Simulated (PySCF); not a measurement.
System: C₄H₈F₃PSi (SMILES FC(F)(F)P1CC([SiH3])C1).

```yaml
atoms:
  - { symbol: F, position_ang: [3.3005, -0.9805, -0.2493] }
  - { symbol: C, position_ang: [2.5597, 0.1098, 0.0067] }
  - { symbol: F, position_ang: [3.3867, 1.0404, 0.5088] }
  - { symbol: F, position_ang: [2.1494, 0.5748, -1.1839] }
  - { symbol: P, position_ang: [1.2040, -0.3098, 1.2652] }
  - { symbol: C, position_ang: [-0.0182, 0.9977, 0.7263] }
  - { symbol: C, position_ang: [-0.6388, 0.0792, -0.3482] }
  - { symbol: Si, position_ang: [-2.5399, -0.0185, -0.3295] }
  - { symbol: C, position_ang: [0.0881, -1.2166, 0.0713] }
  - { symbol: H, position_ang: [-0.6991, 1.2322, 1.5451] }
  - { symbol: H, position_ang: [0.4235, 1.9270, 0.3664] }
  - { symbol: H, position_ang: [-0.2992, 0.3892, -1.3382] }
  - { symbol: H, position_ang: [-2.9525, -0.4220, 1.0172] }
  - { symbol: H, position_ang: [-3.0694, 1.3065, -0.6474] }
  - { symbol: H, position_ang: [-2.9550, -1.0201, -1.3095] }
  - { symbol: H, position_ang: [-0.5483, -1.9180, 0.6119] }
  - { symbol: H, position_ang: [0.6014, -1.7593, -0.7228] }
```

Geometry: GFN2-xTB.

Method: PBE0/pcSseg-1, SCF density, gas phase, non-relativistic (PySCF).

**What will maps of the electron density and electron localisation function show?**

C–F (1.34 Å): ρ at the midpoint is about 2.4 e/Å³; the ELF peaks at about 0.85 between the atoms: a polar covalent bond.
C–P (1.90 Å): ρ at the midpoint is about 1.1 e/Å³, with its minimum of 0.97 e/Å³ about 1.2 Å from C; the ELF peaks at about 1 between the atoms (a shared electron pair).
C–Si (1.90 Å): ρ is about 0.92 e/Å³ halfway; the ELF peaks at about 0.95 between the atoms; localised, covalent bonding.
C–H (1.09 Å): ρ at the midpoint is about 2 e/Å³; the ELF climbs to about 1 towards the hydrogen, as it does in any bond to H (an ordinary covalent bond to hydrogen).

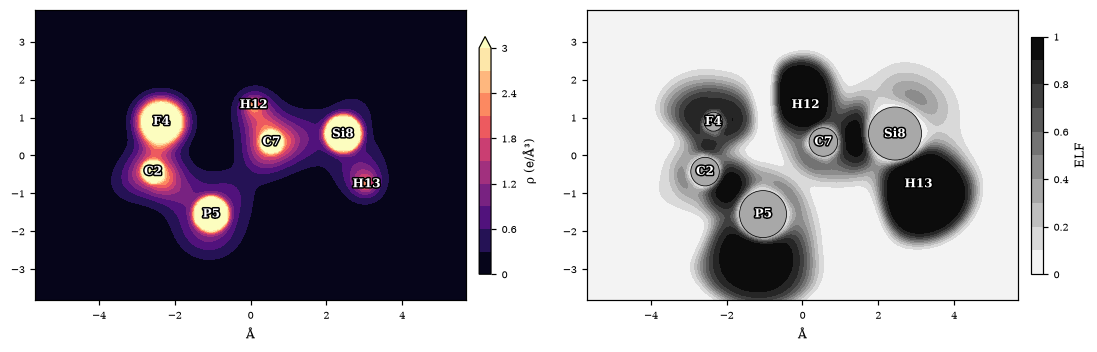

Computed electron density and electron localisation function on the plane of atoms C7, Si8 and H13, in this order. Grey discs cover the atomic cores in the ELF map. 
